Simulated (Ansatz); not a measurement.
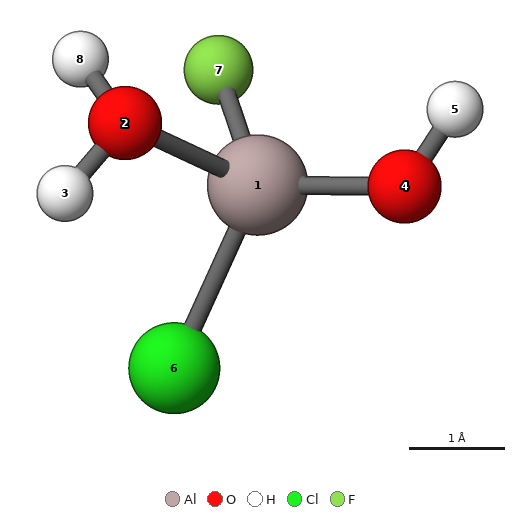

Fig. 1: The input geometry (ball-and-stick view, seen at a tilt; atoms are numbered from 1 in the order of the input). Sticks mark near contacts. Bond lengths as drawn: Al–Cl 2.14 Å, Al–F 1.69 Å, Al–O 1.72 to 2.01 Å and H–O 0.97 to 0.98 Å.

# AlH₃ClO₂F: nudged elastic band

The run: nudged elastic band of AlH₃ClO₂F. Method and program: RKS PBE-D4/6-31G* (Ansatz 0.2.0).

One setting was made poor on purpose. It belongs to a series of runs on one base structure; here: band between the two ends. Figures and captions count atoms from 1; the log counts them from 0 in places.

The input
```yaml
crystal:
  periodic: [false, false, false]
  atoms:
    - { symbol: Al, position_ang: [0.054885, 0.388585, -0.117529] }
    - { symbol: O, position_ang: [-0.105321, -0.009057, 1.842033] }
    - { symbol: H, position_ang: [-1.022425, -0.333733, 1.993539] }
    - { symbol: O, position_ang: [1.239894, -0.627257, -0.842039] }
    - { symbol: H, position_ang: [2.162061, -0.316059, -0.841619] }
    - { symbol: Cl, position_ang: [-1.97415, -0.096466, -0.602187] }
    - { symbol: F, position_ang: [0.396625, 2.006172, 0.217542] }
    - { symbol: H, position_ang: [-0.06087, 0.894416, 2.23116] }
basis:
  gaussian: { orbitals: "6-31G*" }
hamiltonian:
  xc: pbe
  dispersion: d4
neb:
  order_check: false
  images: 7
  f_tol: 0.05
  max_iterations: 60
  spring: 0.1
  final_atoms:
    - { symbol: Al, position_ang: [0.18203437, 0.52438011, -0.04194401] }
    - { symbol: O, position_ang: [-0.09676597, 0.02995225, 1.87815285] }
    - { symbol: H, position_ang: [-1.01005838, -0.33207784, 1.94334576] }
    - { symbol: O, position_ang: [1.64218475, -0.17740846, -0.6204269] }
    - { symbol: H, position_ang: [1.56391202, -0.95122925, -1.20514679] }
    - { symbol: Cl, position_ang: [-1.69903691, -0.25599021, -0.74218062] }
    - { symbol: F, position_ang: [0.22417715, 2.15812213, 0.35107195] }
    - { symbol: H, position_ang: [-0.11574802, 0.91085225, 2.31802778] }
  initial_path:
    images:
      - { positions_ang: [[0.054885, 0.388585, -0.117529], [-0.105321, -0.009057, 1.842033], [-1.022425, -0.333733, 1.993539], [1.239894, -0.627257, -0.842039], [2.162061, -0.316059, -0.841619], [-1.97415, -0.096466, -0.602187], [0.396625, 2.006172, 0.217542], [-0.06087, 0.894416, 2.23116]] }
      - { positions_ang: [[0.04383285, 0.29465215, -0.09011257], [-0.08587565, -0.01831106, 1.91176937], [-1.00196908, -0.3362233, 2.10356244], [1.32188163, -0.45810309, -0.84887511], [2.09111514, -0.46093214, -0.89245183], [-1.95564815, -0.0651462, -0.74097283], [0.31574848, 1.9750798, 0.33136451], [-0.03838622, 0.97558484, 2.10661602]] }
      - { positions_ang: [[0.0327807, 0.2007193, -0.06269614], [-0.06643031, -0.02756512, 1.98150573], [-0.98151316, -0.3387136, 2.21358589], [1.40386927, -0.28894919, -0.85571123], [2.02016928, -0.60580527, -0.94328466], [-1.9371463, -0.0338264, -0.87975866], [0.23487196, 1.94398761, 0.44518703], [-0.01590244, 1.05675367, 1.98207204]] }
      - { positions_ang: [[0.02172855, 0.10678645, -0.03527971], [-0.04698496, -0.03681919, 2.0512421], [-0.96105724, -0.3412039, 2.32360933], [1.4858569, -0.11979528, -0.86254734], [1.94922342, -0.75067841, -0.99411749], [-1.91864445, -0.0025066, -1.0185445], [0.15399544, 1.91289541, 0.55900954], [0.00658134, 1.13792251, 1.85752807]] }
      - { positions_ang: [[0.0106764, 0.01285361, -0.00786328], [-0.02753962, -0.04607325, 2.12097846], [-0.94060132, -0.3436942, 2.43363278], [1.56784454, 0.04935863, -0.86938345], [1.87827756, -0.89555155, -1.04495032], [-1.9001426, 0.0288132, -1.15733033], [0.07311892, 1.88180322, 0.67283205], [0.02906513, 1.21909134, 1.73298409]] }
      - { positions_ang: [[0.05351589, 0.14073523, -0.01638346], [-0.04484621, -0.02706687, 2.06027206], [-0.95796559, -0.34079011, 2.31106102], [1.58642959, -0.00733314, -0.80714432], [1.79968618, -0.90947097, -1.08499944], [-1.84986618, -0.04238765, -1.0535429], [0.11088348, 1.95088295, 0.59239202], [-0.00713816, 1.14203157, 1.87924501]] }
      - { positions_ang: [[0.09635538, 0.26861686, -0.02490365], [-0.0621528, -0.0080605, 1.99956566], [-0.97532985, -0.33788602, 2.18848927], [1.60501464, -0.06402491, -0.74490518], [1.72109479, -0.9233904, -1.12504856], [-1.79958975, -0.1135885, -0.94975548], [0.14864803, 2.01996268, 0.511952], [-0.04334145, 1.0649718, 2.02550593]] }
      - { positions_ang: [[0.13919488, 0.39649848, -0.03342383], [-0.07945938, 0.01094588, 1.93885925], [-0.99269412, -0.33498193, 2.06591751], [1.6235997, -0.12071668, -0.68266604], [1.6425034, -0.93730982, -1.16509767], [-1.74931333, -0.18478935, -0.84596805], [0.18641259, 2.08904241, 0.43151197], [-0.07954474, 0.98791203, 2.17176686]] }
      - { positions_ang: [[0.18203437, 0.52438011, -0.04194401], [-0.09676597, 0.02995225, 1.87815285], [-1.01005838, -0.33207784, 1.94334576], [1.64218475, -0.17740846, -0.6204269], [1.56391202, -0.95122925, -1.20514679], [-1.69903691, -0.25599021, -0.74218062], [0.22417715, 2.15812213, 0.35107195], [-0.11574802, 0.91085225, 2.31802778]] }
```

Hardware: 2 threads of Arm Neoverse V2, 24 GiB of memory available, shared host.

Run as:
```bash
ansatz run input.yaml --threads 2 --pin off --max-ram 3072MiB --backend cpu --events-out ev --progress --plain --runs-dir out
```

What the program printed
```
Engine: ansatz 0.2.0, aarch64-unknown-linux-gnu
Functional definition: PBE
  parameter kappa = 0.804
  parameter beta = 0.06672455060314922
  exchange = pbe_x(kappa = kappa, mu = beta*pi^2/3)
  correlation = pbe_c(beta = beta)
969 factors; their error is unknown
mean field evaluation 1: about -25957.6355 eV, gradient 8.0e1 eV
mean field evaluation 2: about -25901.8266 eV, gradient 1.8e2 eV
mean field evaluation 4: about -25968.2056 eV, gradient 1.4e1 eV
mean field evaluation 8: about -25968.4860 eV, gradient 1.2e-1 eV
mean field evaluation 16: about -25968.4525 eV, gradient 1.0e-4 eV
mean field -25968.45252767 eV, -954.3230283424 hartree, gradient 2.2e-5 eV, S^2 0.000000; 0 other end points of the search recorded, 0 dependent functions left out
the calculation of the forces begins
reference -25968.45257534 eV, -954.3230300945 hartree; 29, 29 occupied and 60, 60 virtual orbitals, 969 factors
969 factors; their error is unknown
mean field evaluation 32: about -25968.4678 eV, gradient 5.4e-4 eV
mean field -25968.46777187 eV, -954.3235885567 hartree, gradient 1.6e-5 eV, S^2 0.000000; 0 other end points of the search recorded, 0 dependent functions left out
[... from here on the field's lines of each further geometry are left out, up to the last ...]
NEB iter   1: max|band force component| = 3.393e1 eV/Å  barrier→ = 4.2611 eV  barrier← = 4.2763 eV  Δτ_max = 0.2000 Å  (242 SCF iters)
NEB iter   2: max|band force component| = 1.612e0 eV/Å  barrier→ = 0.8344 eV  barrier← = 0.8496 eV  Δτ_max = 0.2000 Å  (214 SCF iters)
NEB iter   3: max|band force component| = 1.144e0 eV/Å  barrier→ = 0.6228 eV  barrier← = 0.6381 eV  Δτ_max = 0.1941 Å  (198 SCF iters)
NEB iter   4: max|band force component| = 1.240e0 eV/Å  barrier→ = 0.5430 eV  barrier← = 0.5583 eV  Δτ_max = 0.0990 Å  (196 SCF iters)
NEB iter   5: max|band force component| = 1.242e0 eV/Å  barrier→ = 0.4070 eV  barrier← = 0.4223 eV  Δτ_max = 0.0503 Å  (194 SCF iters)
NEB iter   6: max|band force component| = 7.714e-1 eV/Å  barrier→ = 0.2852 eV  barrier← = 0.3004 eV  Δτ_max = 0.1007 Å  (192 SCF iters)
NEB iter   7: max|band force component| = 1.243e0 eV/Å  barrier→ = 0.1833 eV  barrier← = 0.1986 eV  Δτ_max = 0.0503 Å  (195 SCF iters)
NEB iter   8: max|band force component| = 3.148e-1 eV/Å  barrier→ = 0.1463 eV  barrier← = 0.1615 eV  CI = image 4  Δτ_max = 0.1005 Å  (191 SCF iters)
NEB iter   9: max|band force component| = 3.681e-1 eV/Å  barrier→ = 0.0936 eV  barrier← = 0.1089 eV  CI = image 4  Δτ_max = 0.0498 Å  (192 SCF iters)
NEB iter  10: max|band force component| = 2.592e-1 eV/Å  barrier→ = 0.0858 eV  barrier← = 0.1011 eV  CI = image 4  Δτ_max = 0.0497 Å  (190 SCF iters)
NEB iter  11: max|band force component| = 1.987e-1 eV/Å  barrier→ = 0.0759 eV  barrier← = 0.0911 eV  CI = image 4  Δτ_max = 0.0991 Å  (183 SCF iters)
NEB iter  12: max|band force component| = 2.002e-1 eV/Å  barrier→ = 0.0629 eV  barrier← = 0.0781 eV  CI = image 4  Δτ_max = 0.0497 Å  (192 SCF iters)
NEB iter  13: max|band force component| = 1.853e-1 eV/Å  barrier→ = 0.0550 eV  barrier← = 0.0702 eV  CI = image 4  Δτ_max = 0.0498 Å  (184 SCF iters)
NEB iter  14: max|band force component| = 1.623e-1 eV/Å  barrier→ = 0.0549 eV  barrier← = 0.0702 eV  CI = image 1  Δτ_max = 0.0992 Å  (186 SCF iters)
NEB iter  15: max|band force component| = 1.629e-1 eV/Å  barrier→ = 0.0660 eV  barrier← = 0.0813 eV  CI = image 1  Δτ_max = 0.0999 Å  (188 SCF iters)
NEB iter  16: max|band force component| = 1.606e-1 eV/Å  barrier→ = 0.0724 eV  barrier← = 0.0877 eV  CI = image 1  Δτ_max = 0.0496 Å  (188 SCF iters)
NEB iter  17: max|band force component| = 9.601e-2 eV/Å  barrier→ = 0.0726 eV  barrier← = 0.0879 eV  CI = image 1  Δτ_max = 0.0997 Å  (189 SCF iters)
NEB iter  18: max|band force component| = 7.403e-2 eV/Å  barrier→ = 0.0723 eV  barrier← = 0.0876 eV  CI = image 1  Δτ_max = 0.0995 Å  (191 SCF iters)
NEB iter  19: max|band force component| = 7.158e-2 eV/Å  barrier→ = 0.0723 eV  barrier← = 0.0875 eV  CI = image 1  Δτ_max = 0.0991 Å  (189 SCF iters)
NEB iter  20: max|band force component| = 6.825e-2 eV/Å  barrier→ = 0.0722 eV  barrier← = 0.0875 eV  CI = image 1  Δτ_max = 0.0467 Å  (190 SCF iters)
the calculation of the forces begins
reference -25968.46585594 eV, -954.3235181474 hartree; 29, 29 occupied and 60, 60 virtual orbitals, 969 factors
969 factors; their error is unknown
mean field -25968.38005661 eV, -954.3203650802 hartree, gradient 8.4e-6 eV, S^2 0.000000; 1 other end points of the search recorded, 0 dependent functions left out
the calculation of the forces begins
reference -25968.38010405 eV, -954.3203668236 hartree; 29, 29 occupied and 60, 60 virtual orbitals, 969 factors
NEB iter  21: max|band force component| = 3.109e-2 eV/Å  barrier→ = 0.0722 eV  barrier← = 0.0875 eV  CI = image 1  Δτ_max = 0.0000 Å  (376 SCF iters)
```

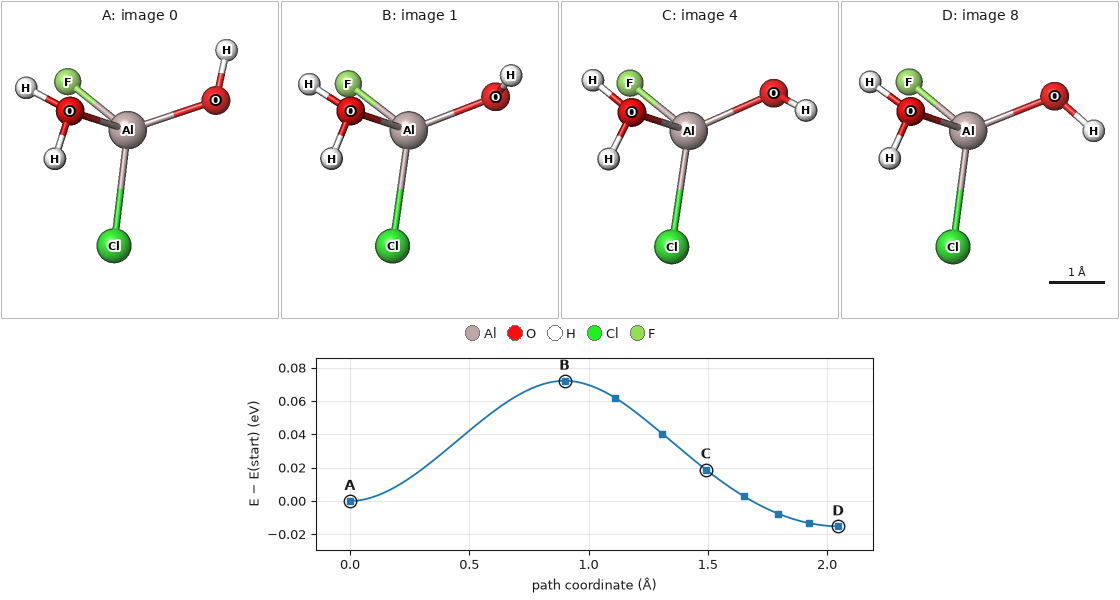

Fig. 2: Images of the last band (counted from 0; ball-and-stick, seen at a tilt) above the energy along the path; the line is a cubic interpolation that uses the forces. The highest image is number 1, 0.072 eV above the start and 0.087 eV above the end (the climbing image); the end lies 0.015 eV below the start. The path is 2.05 Å long. The band converged in 21 iterations.

```
Total energy: -25968.53741452 eV, -954.3261478768 hartree
Atom 0 at     0.037409     0.517776    -0.166443 Å, force    -0.001237     0.002874     0.004235 eV/Å
Atom 1 at     0.019213    -0.024388     1.769075 Å, force    -0.003534     0.002152    -0.002668 eV/Å
Atom 2 at    -0.882656    -0.388178     1.928929 Å, force     0.001097    -0.000550     0.000825 eV/Å
Atom 3 at     1.362761    -0.212666    -0.982517 Å, force     0.001619    -0.000478    -0.001056 eV/Å
Atom 4 at     1.934755    -0.842997    -0.514275 Å, force    -0.000376    -0.000102     0.000244 eV/Å
Atom 5 at    -1.954187    -0.152911    -0.607071 Å, force     0.001273    -0.000261     0.001059 eV/Å
Atom 6 at     0.140063     2.143815     0.260586 Å, force     0.000221    -0.000848    -0.002263 eV/Å
Atom 7 at     0.033341     0.866150     2.192616 Å, force     0.000938    -0.002787    -0.000375 eV/Å
Dipole moment:     0.134694    -0.285595     1.044095 e Å
this run last wrote the band of iteration 21 to [file]
```

The last band as extended XYZ (Å, eV, eV/Å)
```
8
Properties=species:S:1:pos:R:3:forces:R:3 image=0 energy=-25968.60956
Al    0.0549    0.3886   -0.1175    0.0015  -0.0037  -0.0046
O    -0.1053   -0.0091    1.8420   -0.0029  -0.0038   0.0021
H    -1.0224   -0.3337    1.9935    0.0027   0.0010  -0.0002
O     1.2399   -0.6273   -0.8420   -0.0008   0.0046   0.0047
H     2.1621   -0.3161   -0.8416   -0.0017   0.0014  -0.0006
Cl   -1.9742   -0.0965   -0.6022    0.0003   0.0018   0.0017
F     0.3966    2.0062    0.2175    0.0019  -0.0016  -0.0026
H    -0.0609    0.8944    2.2312   -0.0010   0.0003  -0.0005
8
Properties=species:S:1:pos:R:3:forces:R:3 image=1 energy=-25968.53737
Al    0.0374    0.5178   -0.1664   -0.0012   0.0029   0.0042
O     0.0192   -0.0244    1.7691   -0.0035   0.0022  -0.0027
H    -0.8827   -0.3882    1.9289    0.0011  -0.0006   0.0008
O     1.3628   -0.2127   -0.9825    0.0016  -0.0005  -0.0011
H     1.9348   -0.8430   -0.5143   -0.0004  -0.0001   0.0002
Cl   -1.9542   -0.1529   -0.6071    0.0013  -0.0003   0.0011
F     0.1401    2.1438    0.2606    0.0002  -0.0008  -0.0023
H     0.0333    0.8661    2.1926    0.0009  -0.0028  -0.0004
8
Properties=species:S:1:pos:R:3:forces:R:3 image=2 energy=-25968.54742
Al    0.0604    0.5482   -0.1488   -0.0077   0.0022   0.0064
O    -0.0011   -0.0535    1.7671   -0.0022   0.0086   0.0029
H    -0.9118   -0.4053    1.9023    0.0003   0.0088  -0.0012
O     1.4535   -0.0952   -0.9240    0.0320   0.0359   0.0248
H     1.8555   -0.9190   -0.6025   -0.0355  -0.0415  -0.0347
Cl   -1.9105   -0.1542   -0.6448    0.0167  -0.0224  -0.0053
F     0.1193    2.1661    0.3072   -0.0064   0.0085  -0.0001
H     0.0254    0.8195    2.2244    0.0029  -0.0002   0.0073
8
Properties=species:S:1:pos:R:3:forces:R:3 image=3 energy=-25968.56915
Al    0.0921    0.5670   -0.1326    0.0204  -0.0158   0.0306
O    -0.0355   -0.0601    1.7715   -0.0221   0.0101   0.0141
H    -0.9588   -0.3876    1.8797    0.0066   0.0129   0.0017
O     1.5361   -0.0527   -0.8345    0.0078   0.0249   0.0529
H     1.7686   -0.9870   -0.6999   -0.0411  -0.0253  -0.0765
Cl   -1.8585   -0.1501   -0.6917    0.0282  -0.0313  -0.0197
F     0.1369    2.1806    0.3319   -0.0043   0.0215  -0.0090
H     0.0099    0.7966    2.2565    0.0045   0.0030   0.0059
8
Properties=species:S:1:pos:R:3:forces:R:3 image=4 energy=-25968.59065
Al    0.1001    0.5632   -0.1135    0.0028  -0.0014   0.0248
O    -0.0369   -0.0393    1.7946   -0.0050   0.0088   0.0118
H    -0.9572   -0.3712    1.9061   -0.0196   0.0094   0.0117
O     1.5667   -0.0369   -0.7800    0.0431   0.0163   0.0277
H     1.7121   -0.9962   -0.8365   -0.0430  -0.0195  -0.0737
Cl   -1.8217   -0.2131   -0.6945    0.0295  -0.0280  -0.0078
F     0.1170    2.1846    0.3233   -0.0023   0.0044  -0.0047
H     0.0105    0.8156    2.2813   -0.0055   0.0101   0.0101
8
Properties=species:S:1:pos:R:3:forces:R:3 image=5 energy=-25968.60686
Al    0.1214    0.5573   -0.0940    0.0123  -0.0055   0.0106
O    -0.0552   -0.0240    1.8167   -0.0012   0.0081   0.0125
H    -0.9790   -0.3488    1.9196   -0.0131   0.0085   0.0056
O     1.5979   -0.0534   -0.7311    0.0153  -0.0036   0.0289
H     1.6578   -0.9987   -0.9516   -0.0262   0.0016  -0.0619
Cl   -1.7808   -0.2382   -0.7113    0.0180  -0.0261  -0.0068
F     0.1333    2.1819    0.3293    0.0048   0.0057   0.0031
H    -0.0047    0.8305    2.3033   -0.0099   0.0112   0.0080
8
Properties=species:S:1:pos:R:3:forces:R:3 image=6 energy=-25968.61720
Al    0.1421    0.5468   -0.0751    0.0162   0.0142   0.0068
O    -0.0718   -0.0078    1.8393    0.0029   0.0181   0.0062
H    -0.9971   -0.3315    1.9304   -0.0096   0.0037   0.0040
O     1.6190   -0.0863   -0.6901    0.0028  -0.0149   0.0173
H     1.6152   -0.9897   -1.0509   -0.0118   0.0106  -0.0409
Cl   -1.7467   -0.2545   -0.7249    0.0095  -0.0159  -0.0024
F     0.1603    2.1751    0.3390    0.0015  -0.0201   0.0025
H    -0.0303    0.8545    2.3131   -0.0116   0.0042   0.0066
8
Properties=species:S:1:pos:R:3:forces:R:3 image=7 energy=-25968.62287
Al    0.1630    0.5352   -0.0577    0.0066   0.0006  -0.0029
O    -0.0875    0.0108    1.8595   -0.0002   0.0044   0.0032
H    -1.0108   -0.3222    1.9362   -0.0009   0.0007   0.0020
O     1.6341   -0.1301   -0.6522    0.0019  -0.0088   0.0089
H     1.5860   -0.9732   -1.1354   -0.0061   0.0072  -0.0196
Cl   -1.7192   -0.2608   -0.7351    0.0049  -0.0066   0.0007
F     0.1909    2.1660    0.3458    0.0026  -0.0047   0.0035
H    -0.0659    0.8809    2.3199   -0.0088   0.0071   0.0041
8
Properties=species:S:1:pos:R:3:forces:R:3 image=8 energy=-25968.62483
Al    0.1820    0.5244   -0.0419   -0.0093   0.0097  -0.0064
O    -0.0968    0.0300    1.8782   -0.0141   0.0026   0.0010
H    -1.0101   -0.3321    1.9433    0.0062  -0.0042  -0.0033
O     1.6422   -0.1774   -0.6204    0.0126  -0.0085   0.0022
H     1.5639   -0.9512   -1.2051   -0.0015   0.0021  -0.0023
Cl   -1.6990   -0.2560   -0.7422    0.0018   0.0004   0.0059
F     0.2242    2.1581    0.3511   -0.0022  -0.0056   0.0033
H    -0.1157    0.9109    2.3180    0.0065   0.0035  -0.0003
```

Summary

- outcome: converged
- barrier, forward: 0.072 eV
- barrier, backward: 0.087 eV
- wall time: 3.3 min (CPU time 6.5 min)
- peak memory: 0.13 GiB

A deliberately poor setting: spring. The order of the saddle point was not checked.
